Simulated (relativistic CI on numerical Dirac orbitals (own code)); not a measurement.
```
atom Cr  Z=24  charge=4  electrons=20
nucleus A=52  rms_radius_fm=3.6452
hamiltonian dirac-coulomb  breit=on  qed=on  c_scale=1
orbitals kli  potential=per-configuration
slater_scale 0.7
correlation none
mixing on
configurations
  [Ar] 3d2
  [Ne] 3s2 3p5 3d3
end
absorption M2,3 T=300 lorentz=0.8 gauss=0.3
crystal_field D3d 10Dq=35600 Dsigma=490 Dtau=-30
```

Multiplet model: relativistic Dirac–Coulomb–Breit theory, one configuration a step, Slater integrals scaled by 0.7, 300 K, Voigt broadening (Lorentzian 0.8 eV, Gaussian 0.3 eV full widths), computed with a radial Dirac CI code. Dichroism is for the ground state at zero temperature, magnetised by an exchange field of 10 meV on Sz.

The M₂,₃ X-ray absorption spectrum that results, with the strongest transitions as sticks:

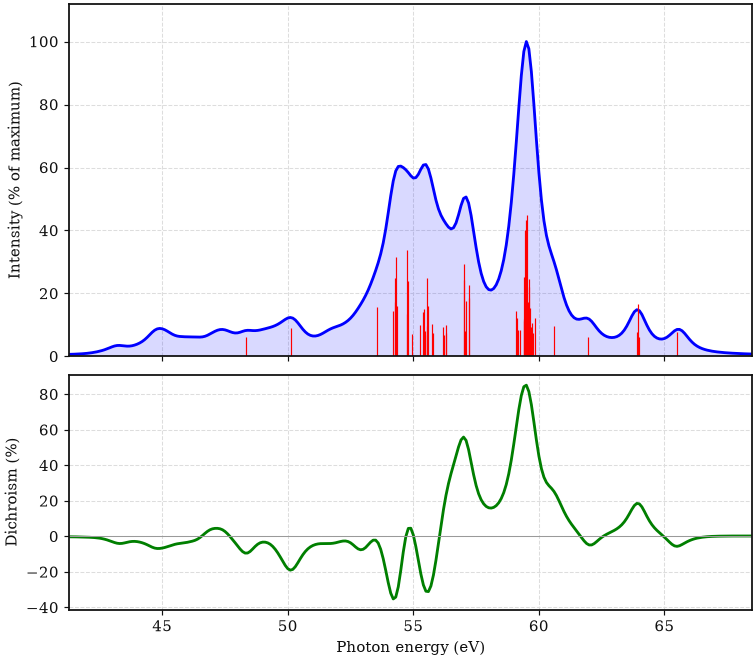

The main maxima lie at 44.9 eV (9), 47.4 eV (9), 50.1 eV (12), 54.5 eV (60), 55.5 eV (61), 57.1 eV (51), 59.5 eV (100), 63.9 eV (15) and 65.6 eV (9), heights in % of the largest; the centroid is at 56.4 eV. The ground state has S = 1.00. The circular dichroism (Δm = −1 less Δm = +1) is largest at 59.5 eV, 85 % of the isotropic maximum. The magnetised ground state has ⟨Lz⟩ = 1.18 and ⟨Sz⟩ = −1.00.

Limits of the model: free-ion energies, so absolute edge positions are off by a few eV from solids; core and valence shell share one n, so the strongest features autoionise and are far broader and can lie several eV off in experiment.
